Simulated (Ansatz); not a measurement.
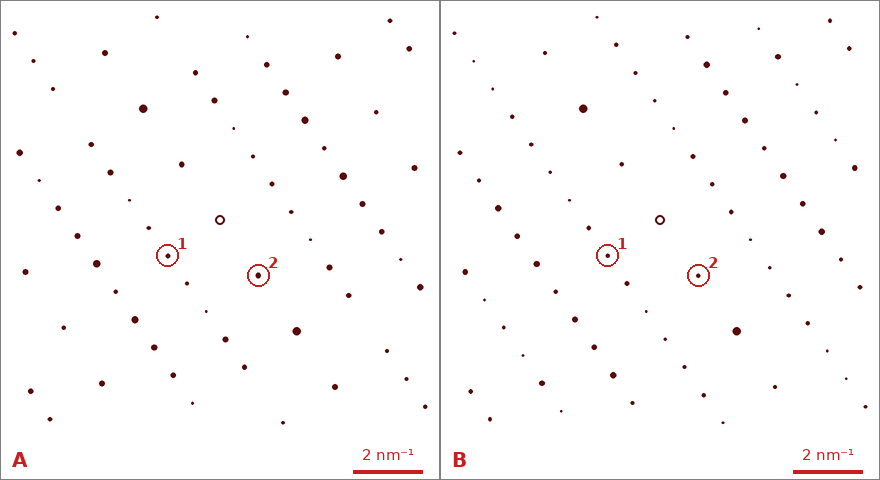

Kinematic electron diffraction patterns (120 kV, B = 0.5 Å², same scale) along [1-10] of the run's own cell, for the start and the end of one relaxation of Bi2As with Ansatz 0.2.0, DFT, PAW plane waves, r2scan. k mesh 6×6×4. The start is a generated model structure, and the relaxation ends in the nearest stationary point of its symmetry, not necessarily the ground state. Spot 1 is -1 -1 0 and spot 2 is 0 0 -2 in both.

Start structure:

```
Bi As
1.0
     3.12489    5.41247    0.00000
    -3.12489    5.41247    0.00000
     0.00000    0.00000   10.13244
Bi As
8 4
Direct
  0.00000 0.00000 0.00000
  0.00000 0.00000 0.50000
  0.83300 0.83300 0.25000
  0.16700 0.66600 0.75000
  0.33400 0.83300 0.25000
  0.16700 0.16700 0.75000
  0.83300 0.33400 0.25000
  0.66600 0.16700 0.75000
  0.33330 0.33340 0.06300
  0.66660 0.66670 0.56300
  0.33330 0.33340 0.43700
  0.66670 0.66670 0.93700
```

**Which pattern belongs to the start structure, and which to the relaxed one?**

A is the start: its cell gives d(1) = 5.412 Å, d(2) = 5.066 Å and an angle of 90.0°. The spot positions hardly differ, so the intensities decide: those computed from the start structure match A, and B is the relaxed structure.

**Name reflections whose intensity changes strongly on relaxation.**

1 1 5 comes into sight; 1 1 -3 goes from 22 to 1.5 % of the strongest spot; 1 1 -4 goes from 12 to 3.3 % of the strongest spot; 1 1 -1 goes from 3.1 to 9.1 % of the strongest spot.

**Summarise the relaxation behind the change.**

The cell was held fixed; with the mean shift removed, the atoms moved by up to 0.86 Å relative to the cell (As most); the space group stayed P6_3/mmc (No. 194); the free energy fell by 160 meV an atom.
